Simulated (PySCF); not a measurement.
**NMR shielding calculation, with input and output: C$_{4}$H$_{10}$Si$_{3}$**

System: C$_{4}$H$_{10}$Si$_{3}$, SMILES CC#CC1[SiH2][SiH2][SiH2]1.
Method: GIAO PBE0/pcSseg-1 NMR shielding, non-relativistic, IEF-PCM cyclohexane (PySCF 2.14.0).

The geometry comes from this level: GFN2-xTB, coordinate held. Figures and captions count atoms from 1; the log counts them from 0 in places.

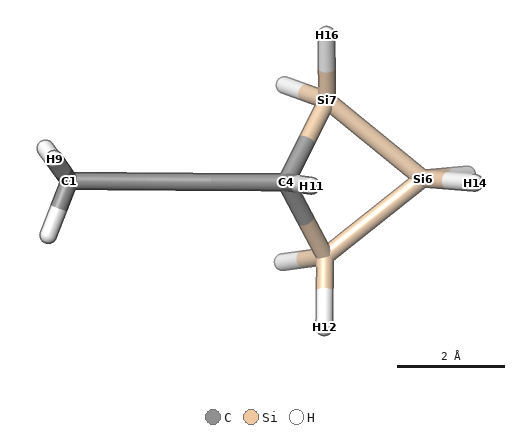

Fig. 1: The structure as given in the input (stick view, seen at a tilt; atoms are numbered from 1 in the order of the input).

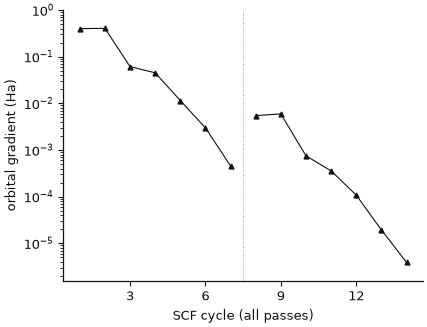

Fig. 2: Convergence of the self-consistent field: orbital gradient against the SCF cycle. The dotted line marks the change from a coarse to the final integration grid. The first 7 cycles use a coarse grid, the final grid takes over at cycle 8, and the field converges after 14 cycles in all.

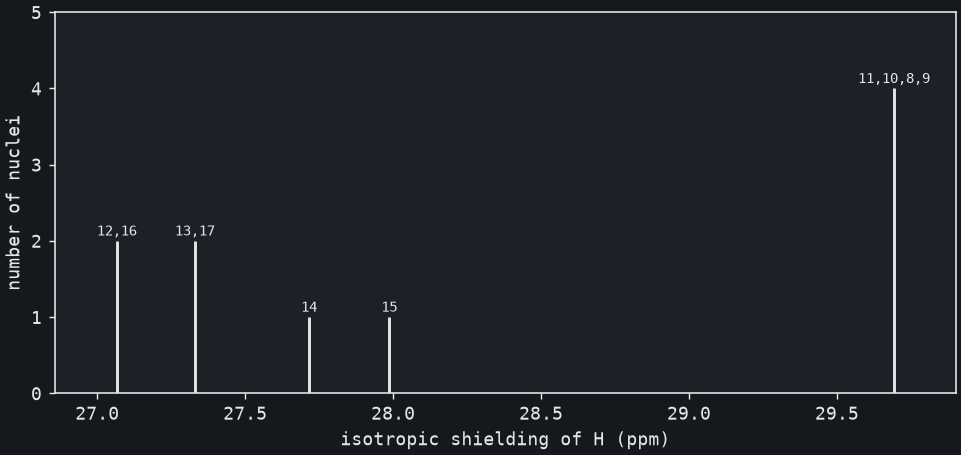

Fig. 3: Isotropic shieldings of the hydrogen nuclei in this fixed geometry, labelled by atom number; shielding grows to the right, so chemical shift grows to the left. The least shielded is H12 (27.1 ppm), the most shielded H9 (29.7 ppm).

These pictures come from the run below.

The input:
```
{"job": {"kind": "nmr", "xc": "PBE0", "basis": "pcSseg-1", "solvent": "cyclohexane", "every": 1, "pop": false}, "charge": 0, "multiplicity": 1}
C      3.642603     0.069651     0.332443
C      2.198826    -0.061722     0.363206
C      1.003802    -0.177651     0.401192
C     -0.421649    -0.286466     0.393550
Si    -1.427913     1.369047     0.282753
Si    -3.150067    -0.042714    -0.452953
Si    -1.226693    -1.166220    -1.169483
H      3.946872     1.011965     0.790558
H      4.108837    -0.751341     0.878809
H      3.999406     0.050686    -0.698268
H     -0.736635    -0.830334     1.290558
H     -1.406231     2.144555     1.530790
H     -0.854223     2.235155    -0.753025
H     -3.931424    -0.710168     0.597494
H     -4.156669     0.418981    -1.417528
H     -0.999830    -2.617324    -1.182824
H     -0.618227    -0.644998    -2.398070
```

The first line tells a small driver script what to run in PySCF; the rest is the geometry in Å.

Launched with:
```bash
OMP_NUM_THREADS=1 python <driver script> task.json out
```

What the program printed:
```
coarse grid: 15416 points
cycle   1  E = -1026.1479386166  dE =  6.100e-01  |g| = 3.992e-01  |ddm| = 4.258e+00
cycle   2  E = -1026.1441178022  dE =  3.821e-03  |g| = 4.063e-01  |ddm| = 1.225e+00
cycle   3  E = -1026.1918321940  dE = -4.771e-02  |g| = 6.121e-02  |ddm| = 6.810e-01
cycle   4  E = -1026.1923241199  dE = -4.919e-04  |g| = 4.518e-02  |ddm| = 1.101e-01
cycle   5  E = -1026.1928154897  dE = -4.914e-04  |g| = 1.149e-02  |ddm| = 4.970e-02
cycle   6  E = -1026.1928455205  dE = -3.003e-05  |g| = 2.982e-03  |ddm| = 1.128e-02
cycle   7  E = -1026.1928475145  dE = -1.994e-06  |g| = 4.544e-04  |ddm| = 3.822e-03
final grid: 134336 points
cycle   8  E = -1026.2328914167  dE = -2.210e-05  |g| = 5.460e-03  |ddm| = 5.453e-02
cycle   9  E = -1026.2328896405  dE =  1.776e-06  |g| = 5.938e-03  |ddm| = 1.452e-02
cycle  10  E = -1026.2328991403  dE = -9.500e-06  |g| = 7.497e-04  |ddm| = 7.783e-03
cycle  11  E = -1026.2328992474  dE = -1.071e-07  |g| = 3.570e-04  |ddm| = 1.184e-03
cycle  12  E = -1026.2328992770  dE = -2.962e-08  |g| = 1.079e-04  |ddm| = 3.741e-04
cycle  13  E = -1026.2328992797  dE = -2.650e-09  |g| = 1.942e-05  |ddm| = 1.054e-04
cycle  14  E = -1026.2328992798  dE = -8.095e-11  |g| = 3.909e-06  |ddm| = 3.054e-05
converged SCF energy = -1026.2328992798

GIAO shielding tensors (ppm)
atom      isotropic    diamagn.    paramagn.     s11        s22        s33       span
  0 C      182.126     253.853     -71.727    174.482    174.841    197.056     22.574
  1 C      109.182     270.971    -161.789     28.416     37.557    261.573    233.157
  2 C       99.324     250.338    -151.014      5.284     12.857    279.831    274.547
  3 C      177.313     268.955     -91.642    155.482    167.156    209.300     53.818
  4 Si     407.808     880.671    -472.863    360.615    400.106    462.704    102.089
  5 Si     448.465     881.005    -432.540    395.680    464.145    485.570     89.890
  6 Si     406.456     880.621    -474.165    359.068    398.090    462.210    103.142
  7 H       29.701      29.035       0.666     24.245     28.092     36.766     12.521
  8 H       29.738      28.034       1.704     24.354     27.859     37.002     12.648
  9 H       29.683      29.820      -0.138     24.320     28.281     36.447     12.127
 10 H       29.649      33.436      -3.787     24.431     30.464     34.052      9.622
 11 H       27.063      29.404      -2.341     23.611     24.493     33.086      9.475
 12 H       27.324      30.097      -2.773     24.785     25.901     31.287      6.503
 13 H       27.716      30.161      -2.446     24.536     25.910     32.702      8.166
 14 H       27.987      29.710      -1.722     24.508     24.620     34.833     10.324
 15 H       27.069      29.439      -2.370     23.642     24.522     33.043      9.401
 16 H       27.335      30.135      -2.799     24.777     25.931     31.297      6.520
```

Results in brief:

| quantity | value |
| --- | --- |
| outcome | converged |
| total energy | −1026.232899 hartree |
| HOMO | −6.53 eV |
| LUMO | −0.48 eV |
| dipole moment | 0.16 D |
| isotropic shielding, C | 99.3 to 182.1 ppm |
| isotropic shielding, Si | 406.5 to 448.5 ppm |
| isotropic shielding, H | 27.1 to 29.7 ppm |
| hardware | 1 CPU thread, shared host |
| wall time | 25 s |
| peak memory | 0.98 GiB |
